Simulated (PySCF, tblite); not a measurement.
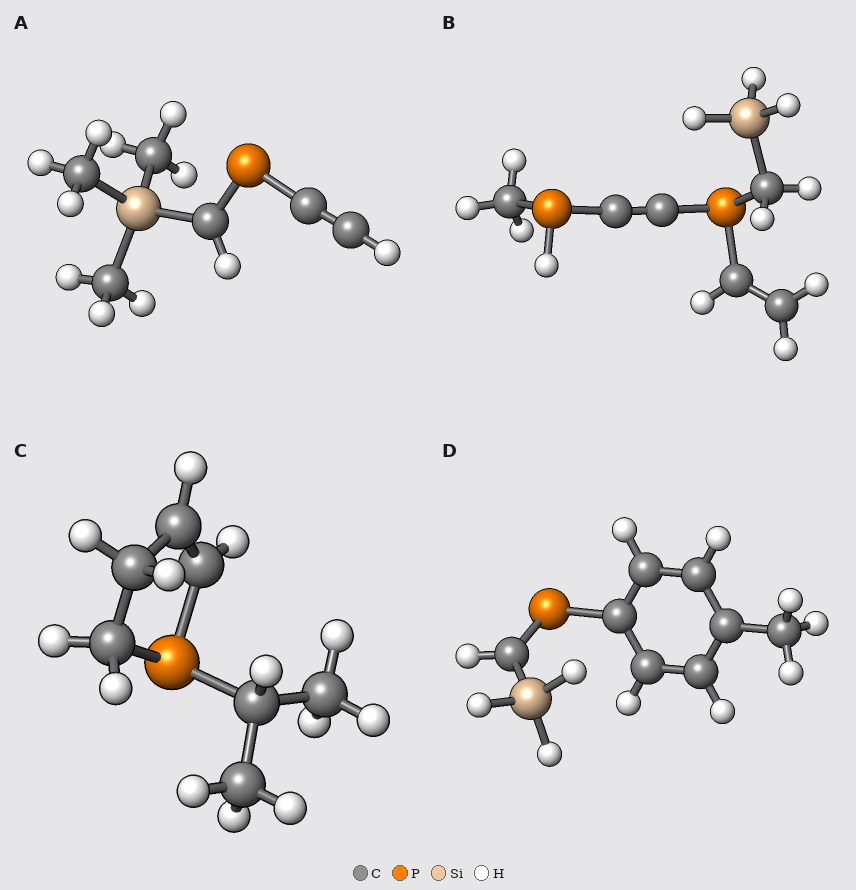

Simulated data, not a measurement (program: PySCF and tblite).

```xyz
21
charge 0, multiplicity 1
C    -3.2106    0.8705    0.6498
C    -1.9421    0.2044    0.2121
C    -1.0687    0.8456   -0.6592
C     0.1001    0.2347   -1.0685
C     0.4261   -1.0367   -0.6087
P     1.9676   -1.8696   -1.1405
C     3.1498   -0.8321   -0.5622
Si    3.0435    0.7297    0.4808
C    -0.4610   -1.6966    0.2343
C    -1.6244   -1.0762    0.6480
H    -3.0829    1.9493    0.7026
H    -3.5258    0.5036    1.6239
H    -4.0073    0.6605   -0.0646
H    -1.3078    1.8371   -1.0176
H     0.7697    0.7435   -1.7480
H     4.1562   -1.1634   -0.7998
H     1.8930    0.6849    1.3844
H     4.2844    0.8030    1.2582
H     2.9527    1.9110   -0.3845
H    -0.2254   -2.6938    0.5809
H    -2.2960   -1.5926    1.3197
```

**Which panel shows the molecule in this file?**

D. The file holds C8H11PSi, `Cc1ccc(/P=C\[SiH3])cc1`.
